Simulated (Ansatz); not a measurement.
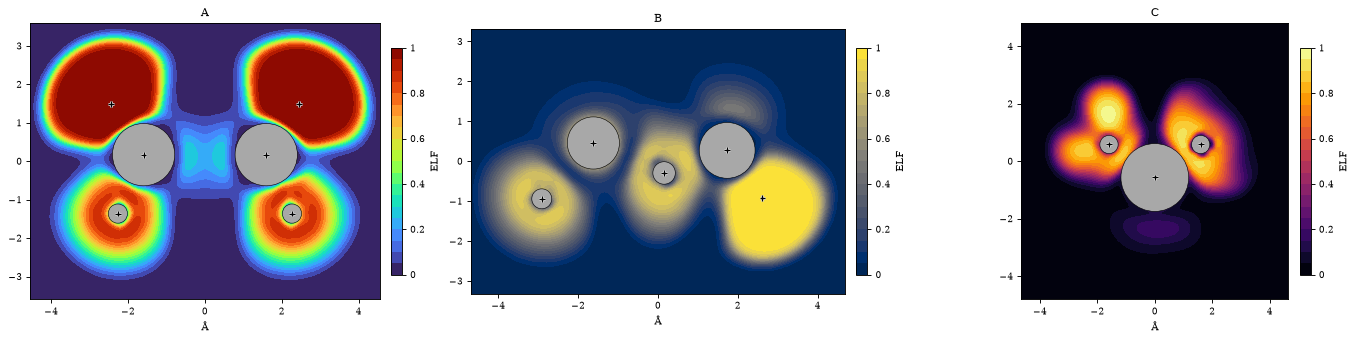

The electron localisation function of 3 systems, each on a plane through atoms (crosses mark nuclei in the plane; grey discs cover the cores).

The calculation used isolated molecule in a Gaussian basis; Kohn-Sham density functional theory, functional PBE0 in Ansatz 0.2.0.

System 1: Al₂F₂H₄S₂, the plane of atoms F4, Al2 and H9. Geometry: PBE0-D4/def2-SVP.

```yaml
atoms:
  - { symbol: Al, position_ang: [1.3903, -0.4223, -0.7517] }
  - { symbol: Al, position_ang: [-0.9450, 0.4688, 1.2316] }
  - { symbol: F, position_ang: [0.8623, -0.7438, -2.3065] }
  - { symbol: F, position_ang: [-2.4535, 0.5213, 0.5096] }
  - { symbol: S, position_ang: [-0.0627, -1.6558, 0.6581] }
  - { symbol: S, position_ang: [0.4737, 1.6976, -0.2168] }
  - { symbol: H, position_ang: [2.8894, -0.5431, -0.2948] }
  - { symbol: H, position_ang: [-0.9736, -1.8519, -0.3262] }
  - { symbol: H, position_ang: [-0.6857, 0.8210, 2.7414] }
  - { symbol: H, position_ang: [-0.4121, 1.6570, -1.2418] }
```

System 2: F₃H₃OSiSn (SMILES [F][Sn]([F])([F])[O][SiH3]), the plane of atoms F1, Sn6 and O4. Geometry: PBE0-D4/def2-SVP; core potentials replace the inner electrons of Sn.

```xyz
9

F     2.6234   -1.8804   -0.2485
F     1.7616    0.5137   -1.9958
F    -0.0099   -1.9975   -1.8532
O     0.2100   -0.1228    0.6983
Si   -1.1191    0.8617    0.9835
Sn    1.1257   -0.8559   -0.8276
H    -2.3517    0.2332    0.4242
H    -0.9168    2.1942    0.3427
H    -1.2348    1.0074    2.4594
```

System 3: H₆N₃NbS, the plane of atoms N2, Nb4 and N3. Geometry: PBE0-D4/def2-SVP; core potentials replace the inner electrons of Nb.

```xyz
11

N    -1.5927    0.8428   -0.4260
N     0.2803   -0.5370    1.7615
N     0.9178   -0.9048   -1.3454
Nb    0.2636    0.3605    0.0112
S     1.5094    2.1248    0.0575
H    -1.9873    1.7749   -0.3228
H    -2.2169    0.2702   -0.9896
H     0.9971   -0.4057    2.4714
H    -0.5218   -1.0098    2.1718
H     1.5244   -0.6558   -2.1233
H     0.8915   -1.9170   -1.2457
```

Match each panel to its system.

Answer. Panel A is system 1, Al₂F₂H₄S₂: the plane holds Al, F and H. Al–F (1.67 Å): the ELF peaks at about 0.85 in the valence shell of F, 0.6 Å from its nucleus, and is about 0.25 at the midpoint. Panel B is system 2, F₃H₃OSiSn: the plane holds F, O, Si, Sn and H. Si–O (1.68 Å): the ELF peaks at about 0.85 between the atoms: a polar covalent bond. Panel C is system 3, H₆N₃NbS: the plane holds N and Nb. Nb–N (1.97 Å): the ELF peaks at about 0.90 in the valence shell of N, 0.6 Å from its nucleus, and is about 0.35 at the midpoint.
